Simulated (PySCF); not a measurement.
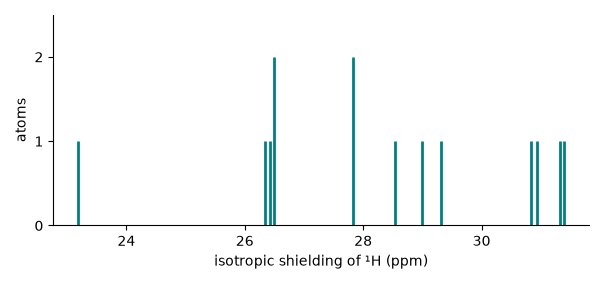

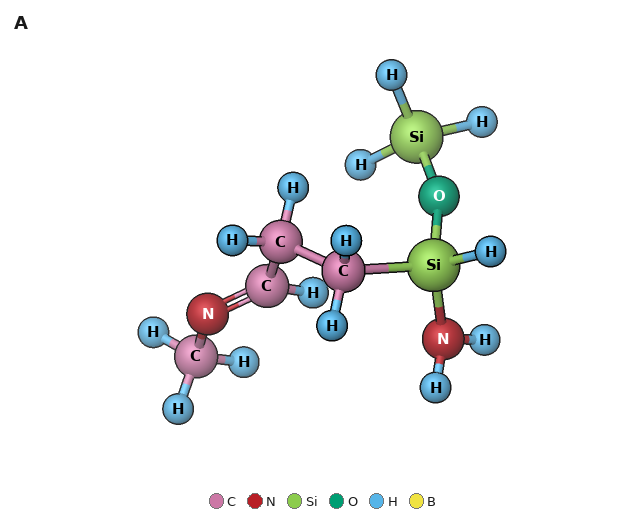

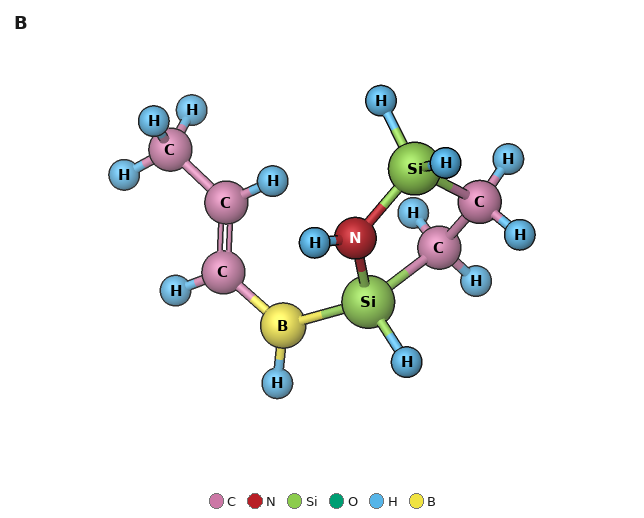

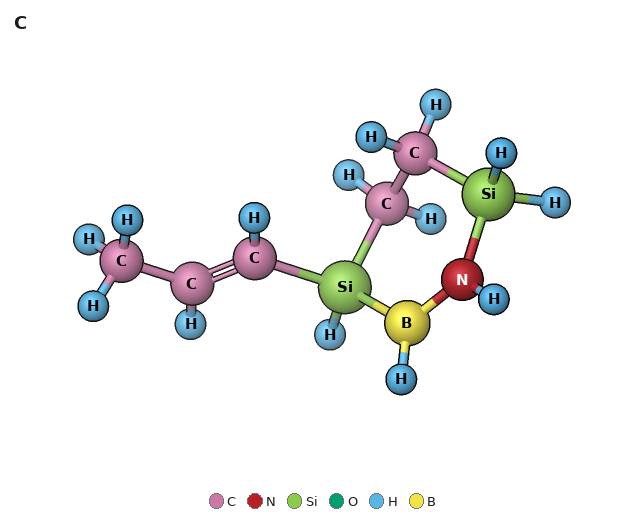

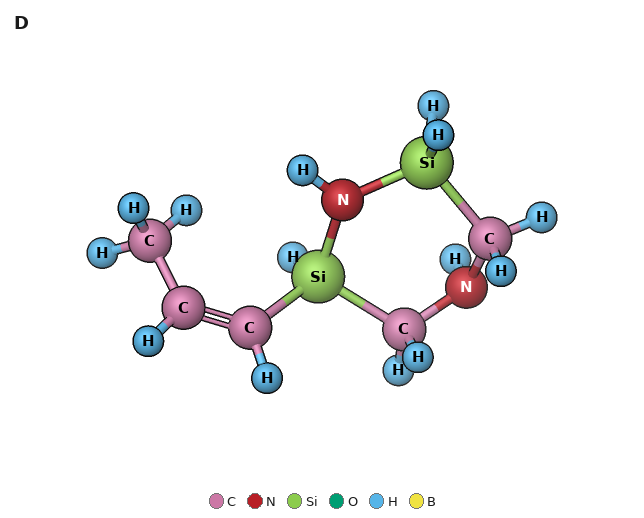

The sticks are computed shieldings of one of the molecules, for one fixed geometry (GFN2-xTB) without averaging over rotations. Low shielding means a high chemical shift. Method: GIAO PBE0/pcSseg-1 NMR shielding, non-relativistic, gas phase (PySCF 2.14.0).

**Which molecule gives this pattern?**

A, `C/N=C/CC[Si@@H](N)O[SiH3]`. Its 14 H atoms give lines at 23.17, 26.33, 26.42, 26.49 (2 atoms), 27.83 (2 atoms), 28.54, 29.00, 29.32, 30.84, 30.93, 31.32, 31.40 ppm.

The geometry is semi-empirical. Around B, Si such bond lengths and angles can be off by a tenth of an ångström or more and by several degrees, and values that hang on the shape move with them.
